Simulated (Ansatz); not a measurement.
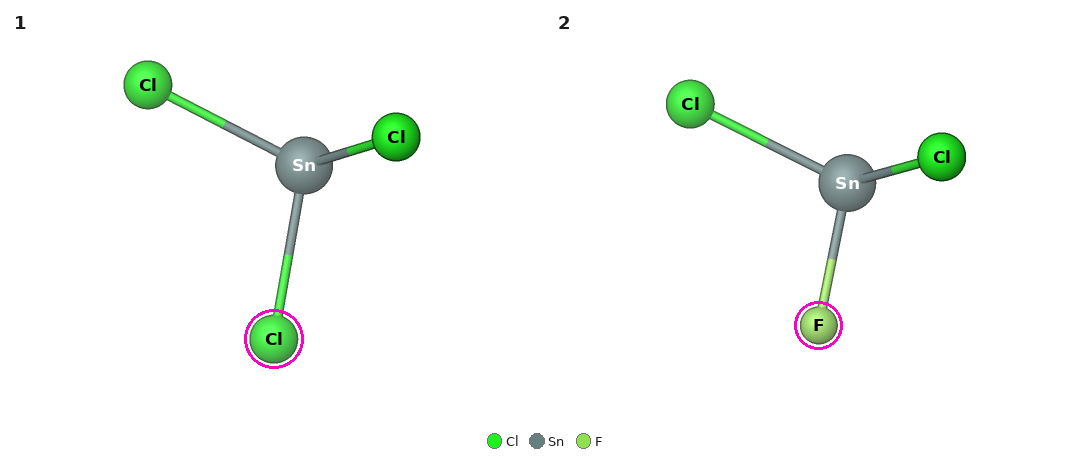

2 molecules with one skeleton, seen from the same side and at one scale; the atom that differs is circled. Each species is neutral and a spin doublet. Computed geometries: PBE0-D4/def2-TZVP optimisations, one conformation each. Properties computed with Ansatz 0.2.0. Elements past Kr carry core potentials.

One atom differs, called X below: Cl in panel 1, F in panel 2. Their formulas are SnCl3 (`[Cl][Sn]([Cl])[Cl]`), SnCl2F (`[F][Sn]([Cl])[Cl]`).

### In which is the length of X–Sn larger (PBE0-D4/def2-TZVP)?

In panel 1 (X = Cl).

### In which is the dipole moment larger (PBE0-D4/def2-TZVP)?

In panel 2 (X = F).

Give the values. With PBE0-D4/def2-TZVP: length of X–Sn (Å), mean angle X–Sn–Cl (°), dipole moment (D), harmonic zero-point energy (kJ/mol).

```json
{"quantity": "length of X–Sn (Å)", "1 (Cl)": "2.330", "2 (F)": "1.915", "2 − 1": "−0.415"}
{"quantity": "mean angle X–Sn–Cl (°)", "1 (Cl)": "107.6", "2 (F)": "105.4", "2 − 1": "−2.2"}
{"quantity": "dipole moment (D)", "1 (Cl)": "2.02", "2 (F)": "2.44", "2 − 1": "+0.42"}
{"quantity": "harmonic zero-point energy (kJ/mol)", "1 (Cl)": "8.3", "2 (F)": "10.2", "2 − 1": "+1.9"}
```
